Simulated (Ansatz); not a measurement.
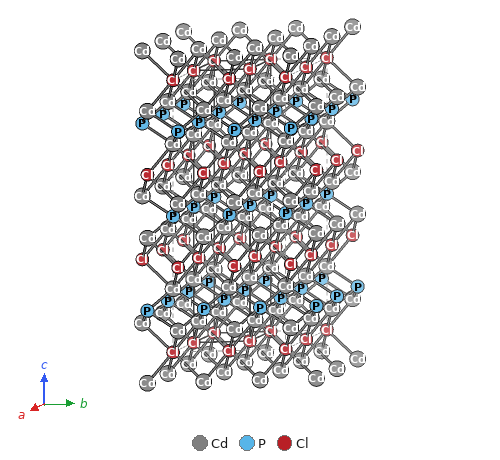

System Cd₂PCl (space group R-3m, No. 166); source of the atomic positions: the end point of a relaxation with DFT PBE, scalar-relativistic, plane waves, PAW in Ansatz 0.2.0; the starting structure was generated, so it need not be a known form of this composition.

Bonds are taken as Cd–Cl below 3.4 Å and Cd–P below 3 Å. The graph is simplified in the usual way: terminal and isolated atoms are pruned, two-connected atoms become edges.

### What kind of net remains, and which atoms are its nodes?

A uninodal 6-connected, three-periodic net: Cd, P and Cl are 6-connected nodes.

### Does the net have a name?

It is the pcu net, known from NaCl, ReO3 and the B-X framework of perovskite.

### Is the net interpenetrated?

It is a single net, without interpenetration.

### How many nodes does the smallest cycle have?

Four.

The simplified net, drawn on the atoms' positions. Nodes are coloured by element. Edges to nodes outside the piece are drawn as stubs.

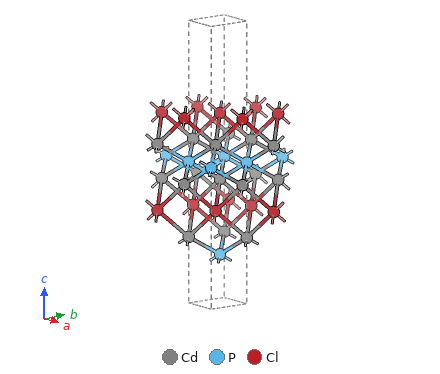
